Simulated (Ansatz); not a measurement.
```xyz
10

Sn   -0.8208   -0.7858   -0.6961
H     2.6816   -1.4891    1.4201
H    -0.3493   -2.2004   -1.5292
H    -1.2411   -1.0853    0.9167
H    -1.8943    0.1570   -1.6125
H     0.1421    1.7080    0.3467
O    -0.7555    1.8596    0.6715
H     2.4173   -1.0199    0.9015
F     0.8719    0.1873   -0.6678
H    -1.0519    2.6688    0.2492
```

The product side of a reaction path; geometry: PBE0-D4/def2-TZVP; core potentials replace the inner electrons of Sn.

Computed with RKS PBE0-D4/def2-TZVPP in Ansatz 0.2.0.

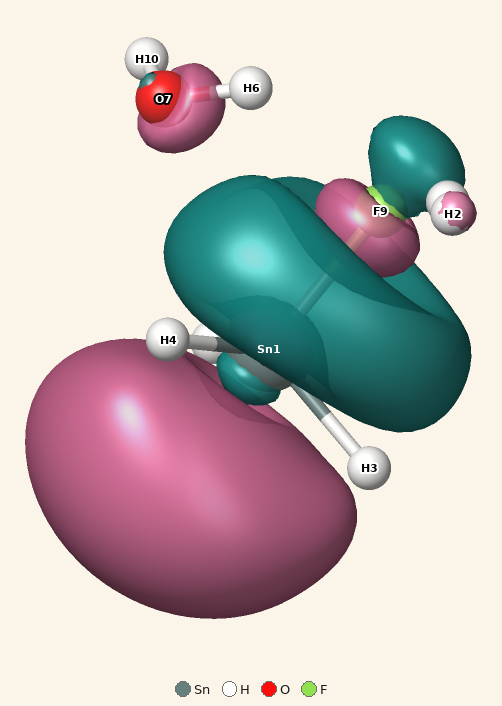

FH₃Sn···H₂···H₂O. The LUMO at ±0.08 Å⁻³ᐟ² (teal and pink are the two phases), seen at an oblique angle.

**Describe this orbital and give its energy.**

By Hirshfeld shares it lies mainly on Sn1 (about 65 %) and F9 (about 10 %). Its energy is −0.75 eV.
